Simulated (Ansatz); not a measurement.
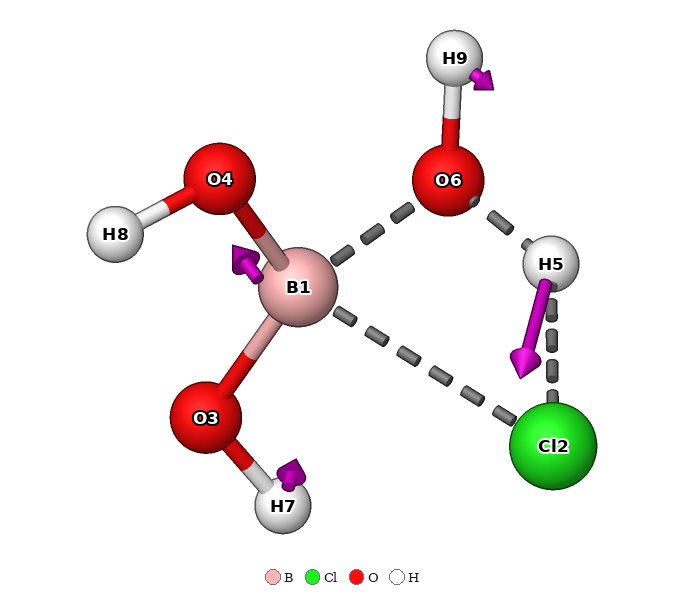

The arrows show one normal mode. Broken sticks mark bonds that form or break. Harmonic vibrations computed with RKS PBE0-D4/def2-TZVP (Ansatz 0.2.0) at a stationary point of the same level. It is a saddle point of order 1.

> Estimate its harmonic wavenumber.

435i cm⁻¹; it is mode 1 of 21 counted from the lowest. It is the reaction coordinate: B1–O6 forms (1.53 Å), Cl2–H5 forms (1.73 Å), B1–Cl2 breaks (2.36 Å), H5–O6 breaks (1.08 Å), or the reverse.
